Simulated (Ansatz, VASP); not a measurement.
# ZnS (Wurtzite) in two plane-wave programs

Aim: how closely do two programs agree when they are given the same cell, functional and k mesh?

Program: Ansatz 0.2.0. Level of theory: plane waves, with VASP 6.6.1 beside it; band structure at HSE06 and band structure at PBE0. Results are calculated unless marked as measured.

The database entry behind the starting cell has ideal inner coordinates that were not refined, so it need not match the best structure at ambient conditions.

### 1. The structure

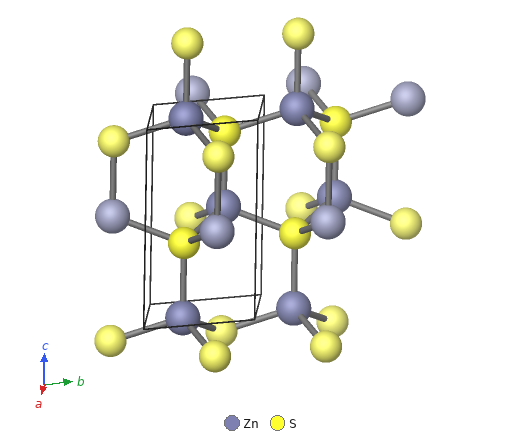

Start, viewed slightly off an axis; zinc blue, sulfur yellow. 1×2×1 cells are drawn. Some periodic images of atoms are drawn too.

### 2. VASP: band structure, HSE06

Levels along a path test the potential and the projectors away from the mesh points.

Lines of VASP's logs that name or quote its potential files are left out, and so is its time.

Contents of INCAR:

```
SYSTEM = ZnS
PREC = Accurate
ENCUT = 350
EDIFF = 1E-06
NELM = 100
ISMEAR = 0
SIGMA = 0.03
LREAL = .FALSE.
ALGO = Normal
LHFCALC = .TRUE.
AEXX = 0.25
GGA = PE
HFSCREEN = 0.2
LASPH = .TRUE.
NBANDS = 24
PRECFOCK = Fast
LORBIT = 11
LWAVE = .FALSE.
LCHARG = .FALSE.
KPAR = 4
```

Contents of POSCAR:

```
ZnS
1.0
    3.8110000000      0.0000000000      0.0000000000
   -1.9055000000      3.3004228138      0.0000000000
    0.0000000000      0.0000000000      6.2340000000
Zn S
2 2
Direct
    0.3333333333      0.6666666667      0.5000000000
    0.6666666667      0.3333333333      0.0000000000
    0.3333333333      0.6666666667      0.8750000000
    0.6666666667      0.3333333333      0.3750000000
```

Contents of KPOINTS:

```
Automatic mesh
0
Gamma
4 4 3
0 0 0
```

Contents of KPOINTS_OPT:

```
Line mode
10
Line-mode
Reciprocal
  0.00000000   0.00000000   0.00000000 GAMMA
  0.50000000   0.00000000   0.00000000 M

  0.50000000   0.00000000   0.00000000 M
  0.33333333   0.33333333   0.00000000 K

  0.33333333   0.33333333   0.00000000 K
  0.00000000   0.00000000   0.00000000 GAMMA

  0.00000000   0.00000000   0.00000000 GAMMA
  0.00000000   0.00000000   0.50000000 A

  0.00000000   0.00000000   0.50000000 A
  0.50000000   0.00000000   0.50000000 L

  0.50000000   0.00000000   0.50000000 L
  0.33333333   0.33333333   0.50000000 H

  0.33333333   0.33333333   0.50000000 H
  0.00000000   0.00000000   0.50000000 A

  0.50000000   0.00000000   0.50000000 L
  0.50000000   0.00000000   0.00000000 M

  0.33333333   0.33333333   0.00000000 K
  0.33333333   0.33333333   0.50000000 H
```

Potentials, in the order of the species: Zn and S (PBE family, release 64).

Launch:

```bash
mpirun -np 8 vasp_std
```

Numbers of over 12 decimals in the logs are rounded to 6 here.

What it wrote:

```text
[banner, memory and clock lines left out]
running    8 mpi-ranks, on    1 nodes
 distrk:  each k-point on    2 cores,    4 groups
 distr:  one band on    1 cores,    2 groups

 POSCAR found type information on POSCAR ZnS
 POSCAR found :  2 types and       4 ions
|                                                                             |
|           W    W    AA    RRRRR   N    N  II  N    N   GGGG   !!!           |
|           W    W   A  A   R    R  NN   N  II  NN   N  G    G  !!!           |
|           W    W  A    A  R    R  N N  N  II  N N  N  G       !!!           |
|           W WW W  AAAAAA  RRRRR   N  N N  II  N  N N  G  GGG   !            |
|           WW  WW  A    A  R   R   N   NN  II  N   NN  G    G                |
|           W    W  A    A  R    R  N    N  II  N    N   GGGG   !!!           |
|                                                                             |
|     For optimal performance we recommend to set                             |
|       NCORE = 2 up to number-of-cores-per-socket                            |
|     NCORE specifies how many cores store one orbital (NPAR=cpu/NCORE).      |
|     This setting can greatly improve the performance of VASP for DFT.       |
|     The default, NCORE=1 might be grossly inefficient on modern             |
|     multi-core architectures or massively parallel machines. Do your        |
|     Unfortunately you need to use the default for GW and RPA                |
|     calculations (for HF NCORE is supported but not extensively tested      |
|     yet).                                                                   |
|                                                                             |

 LDA part: xc-table for (Slater+PW92), standard interpolation
 found WAVECAR, reading the header
 POSCAR, INCAR and KPOINTS ok, starting setup
 FFT: planning ... GRIDC
 FFT: planning ... GRID_SOFT
 FFT: planning ... GRID
 reading WAVECAR
 the WAVECAR file was read successfully
 initial charge from wavefunction
 entering main loop
       N       E                     dE             d eps       ncg     rms          rms(c)
DAV:   1    -0.168120657968E+02   -0.16812E+02   -0.30154E+00   456   0.402E+01    0.399E+00
DAV:   2    -0.167316838346E+02    0.80382E-01   -0.75019E-01   424   0.147E+01    0.239E+00
DAV:   3    -0.167281036382E+02    0.35802E-02   -0.88093E-02   480   0.405E+00    0.171E+00
DAV:   4    -0.167272318823E+02    0.87176E-03   -0.10325E-02   504   0.102E+00    0.103E+00
DAV:   5    -0.167268861975E+02    0.34568E-03   -0.16413E-03   488   0.286E-01    0.628E-01
DAV:   6    -0.167267865349E+02    0.99663E-04   -0.26145E-04   464   0.131E-01    0.366E-01
DAV:   7    -0.167267349406E+02    0.51594E-04   -0.22858E-05   448   0.306E-02    0.195E-01
DAV:   8    -0.167267171352E+02    0.17805E-04   -0.10507E-05   464   0.197E-02    0.994E-02
DAV:   9    -0.167267113763E+02    0.57589E-05   -0.34189E-06   440   0.123E-02    0.504E-02
DAV:  10    -0.167267093769E+02    0.19994E-05   -0.10839E-06   328   0.764E-03    0.267E-02
DAV:  11    -0.167267086150E+02    0.76188E-06   -0.58080E-07   312   0.555E-03
   1 F= -.16726709E+02 E0= -.16726709E+02  d E =-.162692E-21
 Start KPOINTS_OPT (optional k-point list driver)
k-point batch [1-8\90]
       N       E                     dE             ncg
DAV:   1     0.750607784212E+03   -0.20747E+04      384
DAV:   2    -0.122404130339E+04   -0.19746E+04      384
DAV:   3    -0.141547706672E+04   -0.19144E+03      440
DAV:   4    -0.142197200111E+04   -0.64949E+01      472
DAV:   5    -0.142208397316E+04   -0.11197E+00      480
DAV:   6    -0.142208665521E+04   -0.26820E-02      464
DAV:   7    -0.142208673803E+04   -0.82829E-04      464
DAV:   8    -0.142208674147E+04   -0.34365E-05      400
DAV:   9    -0.142208674167E+04   -0.19779E-06      312
[...]
k-point batch [89-90\90]
       N       E                     dE             ncg
DAV:   1     0.656089359018E+04   -0.20552E+04       96
DAV:   2     0.607476582884E+04   -0.48613E+03       96
DAV:   3     0.603174946590E+04   -0.43016E+02      128
DAV:   4     0.603055000136E+04   -0.11995E+01      120
DAV:   5     0.603053390487E+04   -0.16096E-01      112
DAV:   6     0.603053356204E+04   -0.34283E-03      112
DAV:   7     0.603053355252E+04   -0.95142E-05      112
DAV:   8     0.603053355222E+04   -0.29907E-06       80
```

OUTCAR, selected parts (step 2):

```text
ion  position               nearest neighbor table
   1  0.333  0.667  0.500-   4 2.33   4 2.33   4 2.33   3 2.34
   2  0.667  0.333  0.000-   3 2.33   3 2.33   3 2.33   4 2.34
   3  0.333  0.667  0.875-   2 2.33   2 2.33   2 2.33   1 2.34
   4  0.667  0.333  0.375-   1 2.33   1 2.33   1 2.33   2 2.34

  LATTYP: Found a hexagonal cell.
 ALAT       =     3.8110000000
 C/A-ratio  =     1.6357911309

 Subroutine GETGRP returns: Found 12 space group operations
 (whereof  6 operations were pure point group operations)

The static configuration has the point symmetry C_3v.
 The point group associated with its full space group is C_6v.

 Found      8 irreducible k-points:

   k-points           NKPTS =      8   k-points in BZ     NKDIM =     48   number of bands    NBANDS=     24

   dimension x,y,z NGX =    24 NGY =   24 NGZ =   40
   dimension x,y,z NGXF=    48 NGYF=   48 NGZF=   80

   ENCUT  =  350.0 eV  25.72 Ry    5.07 a.u.   5.81  5.81  9.51*2*pi/ulx,y,z

   NELECT =      36.0000    total number of electrons

 k-points in reciprocal lattice and weights: Automatic mesh
   0.00000000  0.00000000  0.00000000       0.021
   0.25000000  0.00000000  0.00000000       0.125
   0.50000000  0.00000000  0.00000000       0.062
   0.25000000  0.25000000  0.00000000       0.125
   0.00000000  0.00000000  0.33333333       0.042
   0.25000000  0.00000000  0.33333333       0.250
   0.50000000  0.00000000  0.33333333       0.125
   0.25000000  0.25000000  0.33333333       0.250

  exchange ACFDT corr.  =         0.00000000  see jH, gK, PRB 81, 115126

 average (electrostatic) potential at core
       1 -28.6256       2 -28.6256       3 -84.8749       4 -84.8749

 E-fermi :   1.6492

 k-point     1 :       0.0000    0.0000    0.0000
  band No.  band energies     occupation
    ...
     14       0.4878      2.00000
     15       0.4878      2.00000
     16       1.3945      2.00000
     17       1.4527      2.00000
     18       1.4527      2.00000
     19       4.9173      0.00000
     20       5.7862      0.00000
     21       9.0490      0.00000
     22       9.0490      0.00000
     23       9.3683      0.00000
    ...

 k-point     2 :       0.2500    0.0000    0.0000
  band No.  band energies     occupation
    ...
     14      -1.7529      2.00000
     15      -0.9014      2.00000
     16      -0.2975      2.00000
     17       0.7949      2.00000
     18       0.9719      2.00000
     19       6.6567      0.00000
     20       6.7896      0.00000
     21       8.6352      0.00000
     22       9.3176      0.00000
     23       9.7973      0.00000
    ...

 k-point     3 :       0.5000    0.0000    0.0000
  band No.  band energies     occupation
    ...
     14      -2.9711      2.00000
     15      -2.0354      2.00000
     16      -0.9365      2.00000
     17      -0.3297      2.00000
     18       0.5089      2.00000
     19       6.2383      0.00000
     20       7.0233      0.00000
     21       7.6689      0.00000
     22       9.6442      0.00000
     23      10.3795      0.00000
    ...

  energy-cutoff  :      350.00
  volume of cell :       78.41
      direct lattice vectors                 reciprocal lattice vectors
     3.811000000  0.000000000  0.000000000     0.262398321  0.151495741  0.000000000
    -1.905500000  3.300422814  0.000000000     0.000000000  0.302991482  0.000000000
     0.000000000  0.000000000  6.234000000     0.000000000  0.000000000  0.160410651

 POSITION                                       TOTAL-FORCE (eV/Angst)
 -----------------------------------------------------------------------------------
     -0.00000      2.20028      3.11700        -0.000000      0.000000      0.011259
      1.90550      1.10014      0.00000         0.000000     -0.000000      0.011259
     -0.00000      2.20028      5.45475         0.000000     -0.000000     -0.011259
      1.90550      1.10014      2.33775        -0.000000      0.000000     -0.011259
 -----------------------------------------------------------------------------------
    total drift:                               -0.000000      0.000001     -0.003185

  FREE ENERGIE OF THE ION-ELECTRON SYSTEM (eV)
  ---------------------------------------------------
  free  energy   TOTEN  =       -16.7267086150 eV

  energy  without entropy=      -16.7267086150  energy(sigma->0) =      -16.72670862

 total charge
# of ion       s       p       d       tot
------------------------------------------
    1        0.486   0.476   9.835  10.796
    2        0.486   0.476   9.835  10.796
    3        1.304   2.477   0.000   3.781
    4        1.304   2.477   0.000   3.781
--------------------------------------------------
tot          3.580   5.906  19.669  29.155

[... 3 further parts left out ...]
```

The k-mesh is coarse for exact exchange; levels may shift by about 0.1 eV on a finer one.

(Part 1 of 3 ends here.)

[Lines on the potential files, build, host, timing and source positions are cut from VASP's logs without a mark.]

[Logs are printed without paths, hosts, clocks, repeated set-up lines and the standing remarks that a program may print on its own settings, such as how far it seeks lower states.]

[Hosts, paths, dates, database ids (printed as entryN), source tags and the programs' standing remarks are cut or masked in the printed files.]
